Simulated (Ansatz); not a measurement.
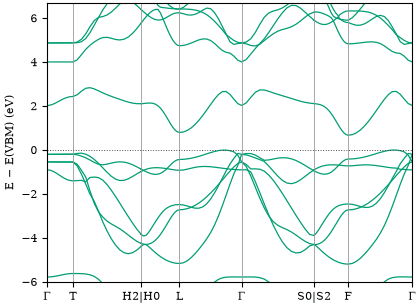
Band structure from PBE in the plane-wave PAW code Ansatz

The gap is 0.67 eV; an edge lies off the plotted path or next to a special point (maximum off the standard path, minimum at F).

The material is GeS2 in space group R-3m (No. 166; Ge on 3a, S on 6c).

A made-up cell: these elements were put on the sites of a structure type; neither database checked (COD, Materials Project) lists it. COD files the formula under space group No. 14, 43, 82, 122, 217, so this cell is another polymorph or a model. Its standing as an ambient phase is unchecked. The cell was relaxed with PBE under the symmetry of its start; whether a distortion lowers the energy is not shown. A crystal of weakly bound layers computed without a dispersion correction: the cell and the soft elastic constants depend strongly on that. Scalar-relativistic: spin–orbit coupling is off unless named, which matters more the heavier the elements.

Potentials: the later of the program's two PAW sets.
